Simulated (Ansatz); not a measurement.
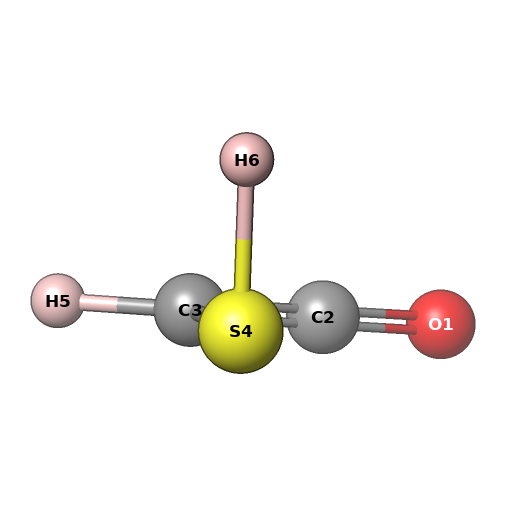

C3 lies behind S4. The molecule seen a little off the S4–C3 bond, S4 in front. Atoms fade into the background with distance from the viewer. The geometry was computed by an optimisation with PBE0-D4/def2-TZVP. No frequency run is at hand to confirm it as a minimum.

**What is the torsion angle H6–S4–C3–C2? The sign is positive where the front bond must turn clockwise to cover the back bond.**

97°, about perpendicular.
